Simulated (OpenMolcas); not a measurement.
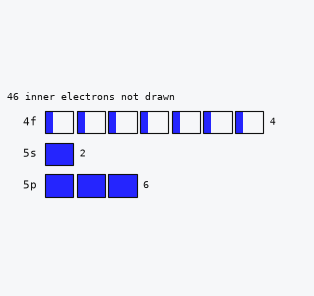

Figure 1. The outer shells of the leading configuration of the lowest level: a box for each of the 2l + 1 orbitals, shaded by the share of the shell that is filled, with the electron count at the right.

## Run report: Pm³⁺ complex, multiconfigurational calculation (part 1 of 2)

System: Pm³⁺ with 4 ligands (I; tetrahedron, 2.97 Å), neutralised by 4 outer point charges of +0.25 e, whose field is part of the energies.
Method: state-averaged CASSCF, active space 4 electrons in the shell 4f, basis ANO-RCC-VDZP on the metal and ANO-RCC-VDZP on the ligands, DKH2 scalar Hamiltonian, spin-orbit coupling by RASSI with atomic mean-field integrals (OpenMolcas).

Input:
```
&GATEWAY
Coord
5

Pm 0.0 0.0 0.0
I 1.714730 1.714730 1.714730
I 1.714730 -1.714730 -1.714730
I -1.714730 1.714730 -1.714730
I -1.714730 -1.714730 1.714730
Basis=Pm.ANO-RCC-VDZP,I.ANO-RCC-VDZP
Group=NoSym
NoMove
AngMom=0.0 0.0 0.0
AMFI
RICD
XField
4 Angstrom 0
3.331311 3.331311 3.331311 0.250000
3.331311 -3.331311 -3.331311 0.250000
-3.331311 3.331311 -3.331311 0.250000
-3.331311 -3.331311 3.331311 0.250000
&SEWARD
&RASSCF
FileOrb=start.orb
Symmetry=1
Spin=5
nActEl=4 0 0
Inactive=135
Ras2=7
CIRoot=35 35 1
SDav=35
CIMx=300
Iter=150 100
PrWF=0.3
OrbListing=Nothing
MaxOrb=0
LevShft=1.0
>>> COPY $Project.JobIph JOB001
&RASSCF
FileOrb=start.orb
Symmetry=1
Spin=3
nActEl=4 0 0
Inactive=135
Ras2=7
CIRoot=162 162 1
SDav=210
CIMx=300
Iter=150 100
PrWF=0.3
OrbListing=Nothing
MaxOrb=0
CIOnly
LevShft=1.0
>>> COPY $Project.JobIph JOB002
&RASSCF
FileOrb=start.orb
Symmetry=1
Spin=1
nActEl=4 0 0
Inactive=135
Ras2=7
CIRoot=162 162 1
SDav=196
CIMx=300
Iter=150 100
PrWF=0.3
OrbListing=Nothing
MaxOrb=0
CIOnly
LevShft=1.0
>>> COPY $Project.JobIph JOB003
&RASSI
NrOfJobIphs=3 33 106 31
1 2 3 4 5 6 7 8 9 10 11 12 13 14 15 16 17 18 19 20 21 22 23 24 25 26 27
28 29 30 31 32 33
1 2 3 4 5 6 7 8 9 10 11 12 13 14 15 16 17 18 19 20 21 22 23 24 25 26 27
28 29 30 31 32 33 34 35 36 37 38 39 40 41 42 43 44 45 46 47 48 49 50 51
52 53 54 55 56 57 58 59 60 61 62 63 64 65 66 67 68 69 70 71 72 73 74 75
76 77 78 79 80 81 82 83 84 85 86 87 88 89 90 91 92 93 94 95 96 97 98 99
100 101 102 103 104 105 106
1 2 3 4 5 6 7 8 9 10 11 12 13 14 15 16 17 18 19 20 21 22 23 24 25 26 27
28 29 30 31
IphNames
JOB001
JOB002
JOB003
EJob
SpinOrbit
DIPRint=1.0
SOCoupling=1000.0
Subsets=2
Property=9
'ANGMOM' 1 'ANGMOM' 2 'ANGMOM' 3 'MLTPL  1' 1 'MLTPL  1' 2 'MLTPL  1' 3
'AMFI' 1 'AMFI' 2 'AMFI' 3
SOProperty=3
'ANGMOM' 1 'ANGMOM' 2 'ANGMOM' 3
```

The file start.orb holds starting orbitals from an earlier step. A driver script formed the levels outside the program, from RASSI's spin-orbit matrix and the active-space energies, averaged over the components of each term or state.

Hardware: 1 thread of Arm Neoverse V2, 24 GiB of memory available, shared host.

Run as:
```bash
OMP_NUM_THREADS=1 MOLCAS_MEM=2457 MOLCAS_PROJECT=a pymolcas a.inp > a.log  # once for each step of the input, in one work folder
```

The program's output (extracts):
```
--- SEWARD ---
Basis set label: PM.ANO-RCC...7S6P4D2F1G.

      Electronic valence basis set:
      ------------------
      Associated Effective Charge  61.000000 au
      Associated Actual Charge     61.000000 au
      Nuclear Model: Point charge

      Shell  nPrim  nBasis  Cartesian Spherical Contaminant
         s      25       7        X
         p      22       6        X
         d      15       4                 X
         f      11       2                 X
         g       4       1                 X
                  Relativistic Douglas-Kroll-Hess integrals:
                    - DKH order of Hamiltonian: 2
                    - DKH order of Properties : 0
                  Atomic mean-field integrals
--- RASSCF ---
Wave function specifications:
      -----------------------------

      Number of closed shell electrons         270
      Number of electrons in active shells       4
      Max number of holes in RAS1 space          0
      Max nr of electrons in RAS3 space          0
      Number of inactive orbitals              135
      Number of active orbitals                  7
      Number of secondary orbitals              98
      Spin quantum number                      2.0
      State symmetry                             1
Orbital specifications:
      -----------------------

      Symmetry species                           1
                                                 a
      Frozen orbitals                            0
      Inactive orbitals                        135
      Active orbitals                            7
      RAS1 orbitals                              0
      RAS2 orbitals                              7
      RAS3 orbitals                              0
      Secondary orbitals                        98
      Deleted orbitals                           0
      Number of basis functions                240
      Number of CSFs                            35
      Number of root(s) required                35
      Iter CI   SX   CI       RASSCF       Energy    max ROT     max BLB   max BLB  Level Ln srch  Step   QN
          iter iter root      energy       change     param      element    value   shift minimum  type update
 Nr of preliminary CI iterations:   1
      Total energies have been shifted. Add               -38000.00 au
        1   1    9    0  -455.70560741    0.00E+00  -5.97E-02   25 174 1 -2.58E-01*  1.15   0.00    SX    NO
        2   1   10    0  -456.02946314   -3.24E-01*  2.46E-02  125 143 1  5.88E-02*  0.77   0.00    SX    NO
        3   1   10    0  -456.13041048   -1.01E-01*  1.67E-02  125 143 1  4.10E-02*  0.77   0.00    SX    NO
        4   1   10    0  -456.16342153   -3.30E-02*  1.02E-02  125 143 1  2.60E-02*  0.79   0.00    SX    NO
        5   1    9    0  -456.17504235   -1.16E-02*  1.29E-02  125 143 1  1.66E-02*  0.80   2.46    LS   YES
        6   1    9    0  -456.18148238   -6.44E-03* -3.41E-03   19 143 1  7.05E-03*  0.82   1.15    QN   YES
        7   1    8    0  -456.18268903   -1.21E-03* -2.77E-03   26 166 1 -3.86E-03*  0.83   1.84    LS   YES
        8   1    8    0  -456.18300730   -3.18E-04* -9.54E-04   17 175 1 -4.64E-03*  0.83   1.03    QN   YES
        9   1    8    0  -456.18323134   -2.24E-04*  6.38E-04   25 174 1 -1.86E-03*  0.82   1.37    QN   YES
       10   1    7    0  -456.18328265   -5.13E-05*  3.42E-04   27 167 1  6.19E-04*  0.82   1.30    QN   YES
       11   1    7    0  -456.18329505   -1.24E-05* -2.10E-04   16 174 1  4.08E-04*  0.82   1.47    QN   YES
       12   1    6    0  -456.18329868   -3.62E-06*  8.23E-05   26 175 1  1.95E-04*  0.82   1.28    QN   YES
       13   1    6    0  -456.18329934   -6.64E-07*  4.29E-05   25 174 1  8.96E-05   0.82   1.52    LS   YES
       14   1    6    0  -456.18329940   -6.28E-08*  2.16E-05   27 167 1 -8.79E-05   0.82   0.83    QN   YES
       15   1    6    0  -456.18329952   -1.20E-07*  1.59E-05   25 165 1 -3.67E-05   0.82   1.73    LS   YES
       16   1    5    0  -456.18329955   -2.75E-08* -1.30E-05   23 147 1 -3.54E-05   0.82   1.00    QN   YES
       17   1    5    0  -456.18329956   -1.14E-08* -7.57E-06   25 174 1 -1.12E-05   0.82   1.49    QN   YES
       18   1    4    0  -456.18329956   -1.28E-09   1.19E-06   22 146 1  4.06E-06   0.82   0.56    QN   YES
      Convergence after 18 iterations
       19   1    4    0  -456.18329956    1.09E-09   1.19E-06   20 144 1  2.77E-06   0.82   0.56    QN   YES
      Natural orbitals and occupation numbers for root  1
      sym 1:   0.801957   0.105472   0.951283   0.892153   0.265533   0.237981   0.745621
      Natural orbitals and occupation numbers for root  2
      sym 1:   0.754399   0.250649   0.081585   0.919224   0.315656   0.993854   0.684633
      Natural orbitals and occupation numbers for root  3
      sym 1:   0.961292   0.116385   0.263157   0.229257   0.913064   0.768137   0.748707
::    RASSCF root number  1 Total energy: -38456.25184908
::    RASSCF root number  2 Total energy: -38456.25184908
::    RASSCF root number  3 Total energy: -38456.25184908
::    RASSCF root number  4 Total energy: -38456.25182173
::    RASSCF root number  5 Total energy: -38456.25182173
::    RASSCF root number  6 Total energy: -38456.25158450
::    RASSCF root number  7 Total energy: -38456.25158450
::    RASSCF root number  8 Total energy: -38456.25158450
::    RASSCF root number  9 Total energy: -38456.25157555
::    RASSCF root number 10 Total energy: -38456.25157555
::    RASSCF root number 11 Total energy: -38456.25157555
::    RASSCF root number 12 Total energy: -38456.25154990
::    RASSCF root number 13 Total energy: -38456.25152878
::    RASSCF root number 14 Total energy: -38456.18338854
::    RASSCF root number 15 Total energy: -38456.18338854
::    RASSCF root number 16 Total energy: -38456.18338854
::    RASSCF root number 17 Total energy: -38456.18330879
::    RASSCF root number 18 Total energy: -38456.18330879
::    RASSCF root number 19 Total energy: -38456.18330879
::    RASSCF root number 20 Total energy: -38456.18330220
::    RASSCF root number 21 Total energy: -38456.18300468
::    RASSCF root number 22 Total energy: -38456.14443481
::    RASSCF root number 23 Total energy: -38456.14443481
::    RASSCF root number 24 Total energy: -38456.14443481
::    RASSCF root number 25 Total energy: -38456.14417395
::    RASSCF root number 26 Total energy: -38456.14412839
::    RASSCF root number 27 Total energy: -38456.14412839
::    RASSCF root number 28 Total energy: -38456.14412839
::    RASSCF root number 29 Total energy: -38456.14409688
::    RASSCF root number 30 Total energy: -38456.14409688
--- RASSCF ---
Wave function specifications:
      -----------------------------

      Number of closed shell electrons         270
      Number of electrons in active shells       4
      Max number of holes in RAS1 space          0
      Max nr of electrons in RAS3 space          0
      Number of inactive orbitals              135
      Number of active orbitals                  7
      Number of secondary orbitals              98
      Spin quantum number                      1.0
      State symmetry                             1
Orbital specifications:
      -----------------------

      Symmetry species                           1
                                                 a
      Frozen orbitals                            0
      Inactive orbitals                        135
      Active orbitals                            7
      RAS1 orbitals                              0
      RAS2 orbitals                              7
      RAS3 orbitals                              0
      Secondary orbitals                        98
      Deleted orbitals                           0
      Number of basis functions                240
      Number of CSFs                           210
      Number of root(s) required               162
      Iter CI   SX   CI       RASSCF       Energy    max ROT     max BLB   max BLB  Level Ln srch  Step   QN
          iter iter root      energy       change     param      element    value   shift minimum  type update
 Nr of preliminary CI iterations:   1
        1   1    0    0-38456.09026707    0.00E+00   0.00E+00  139 151 1 -7.62E-03*  0.00   0.00    SX    NO
      Natural orbitals and occupation numbers for root  1
      sym 1:   0.599603   0.529067   0.557374   0.557374   0.599603   0.599603   0.557374
      Natural orbitals and occupation numbers for root  2
      sym 1:   0.595221   0.563312   0.591723   0.564833   0.561101   0.567536   0.556276
      Natural orbitals and occupation numbers for root  3
      sym 1:   0.562336   0.557625   0.563913   0.593882   0.588811   0.567599   0.565833
::    RASSCF root number  1 Total energy: -38456.17017131
::    RASSCF root number  2 Total energy: -38456.17015535
::    RASSCF root number  3 Total energy: -38456.17015535
::    RASSCF root number  4 Total energy: -38456.17015535
::    RASSCF root number  5 Total energy: -38456.17015396
::    RASSCF root number  6 Total energy: -38456.17015396
::    RASSCF root number  7 Total energy: -38456.17015396
::    RASSCF root number  8 Total energy: -38456.17013362
::    RASSCF root number  9 Total energy: -38456.17013362
::    RASSCF root number 10 Total energy: -38456.17006818
::    RASSCF root number 11 Total energy: -38456.17006818
::    RASSCF root number 12 Total energy: -38456.17006818
::    RASSCF root number 13 Total energy: -38456.17003876
::    RASSCF root number 14 Total energy: -38456.17003876
::    RASSCF root number 15 Total energy: -38456.17003876
::    RASSCF root number 16 Total energy: -38456.14756579
::    RASSCF root number 17 Total energy: -38456.14756579
::    RASSCF root number 18 Total energy: -38456.14756579
::    RASSCF root number 19 Total energy: -38456.14741805
::    RASSCF root number 20 Total energy: -38456.14741805
::    RASSCF root number 21 Total energy: -38456.14741805
::    RASSCF root number 22 Total energy: -38456.14727435
::    RASSCF root number 23 Total energy: -38456.14727435
::    RASSCF root number 24 Total energy: -38456.14721932
::    RASSCF root number 25 Total energy: -38456.14721932
::    RASSCF root number 26 Total energy: -38456.14721932
::    RASSCF root number 27 Total energy: -38456.13906372
::    RASSCF root number 28 Total energy: -38456.13887083
::    RASSCF root number 29 Total energy: -38456.13887083
::    RASSCF root number 30 Total energy: -38456.13887083
--- RASSCF ---
Wave function specifications:
      -----------------------------

      Number of closed shell electrons         270
      Number of electrons in active shells       4
      Max number of holes in RAS1 space          0
      Max nr of electrons in RAS3 space          0
      Number of inactive orbitals              135
      Number of active orbitals                  7
      Number of secondary orbitals              98
      Spin quantum number                      0.0
      State symmetry                             1
Orbital specifications:
      -----------------------

      Symmetry species                           1
                                                 a
      Frozen orbitals                            0
      Inactive orbitals                        135
      Active orbitals                            7
      RAS1 orbitals                              0
      RAS2 orbitals                              7
      RAS3 orbitals                              0
      Secondary orbitals                        98
      Deleted orbitals                           0
      Number of basis functions                240
      Number of CSFs                           196
      Number of root(s) required               162
      Iter CI   SX   CI       RASSCF       Energy    max ROT     max BLB   max BLB  Level Ln srch  Step   QN
          iter iter root      energy       change     param      element    value   shift minimum  type update
 Nr of preliminary CI iterations:   1
        1   1    0    0-38456.02129900    0.00E+00   0.00E+00  139 151 1 -1.30E-02*  0.00   0.00    SX    NO
      Natural orbitals and occupation numbers for root  1
      sym 1:   0.756913   0.319695   0.307945   0.644672   0.728458   0.847391   0.394925
      Natural orbitals and occupation numbers for root  2
      sym 1:   0.799631   0.307945   0.586120   0.262614   0.827096   0.706692   0.509901
      Natural orbitals and occupation numbers for root  3
      sym 1:   0.227952   0.823435   0.306447   0.515425   0.717621   0.800839   0.608282
::    RASSCF root number  1 Total energy: -38456.12033977
::    RASSCF root number  2 Total energy: -38456.12033977
::    RASSCF root number  3 Total energy: -38456.12033304
::    RASSCF root number  4 Total energy: -38456.12033304
::    RASSCF root number  5 Total energy: -38456.12033304
::    RASSCF root number  6 Total energy: -38456.12026803
::    RASSCF root number  7 Total energy: -38456.12023952
::    RASSCF root number  8 Total energy: -38456.12023952
::    RASSCF root number  9 Total energy: -38456.12023952
::    RASSCF root number 10 Total energy: -38456.12022802
::    RASSCF root number 11 Total energy: -38456.12022802
::    RASSCF root number 12 Total energy: -38456.12022802
::    RASSCF root number 13 Total energy: -38456.12019661
::    RASSCF root number 14 Total energy: -38456.12019661
::    RASSCF root number 15 Total energy: -38456.12015936
::    RASSCF root number 16 Total energy: -38456.12015936
::    RASSCF root number 17 Total energy: -38456.12015936
::    RASSCF root number 18 Total energy: -38456.10544221
::    RASSCF root number 19 Total energy: -38456.10544221
::    RASSCF root number 20 Total energy: -38456.10532963
::    RASSCF root number 21 Total energy: -38456.10532963
::    RASSCF root number 22 Total energy: -38456.10532963
::    RASSCF root number 23 Total energy: -38456.09412918
::    RASSCF root number 24 Total energy: -38456.09405816
::    RASSCF root number 25 Total energy: -38456.09405816
::    RASSCF root number 26 Total energy: -38456.09405816
::    RASSCF root number 27 Total energy: -38456.09400646
::    RASSCF root number 28 Total energy: -38456.09400646
::    RASSCF root number 29 Total energy: -38456.09369878
::    RASSCF root number 30 Total energy: -38456.09369878
```

(Continued in part 2.) Outcome of the run: converged.
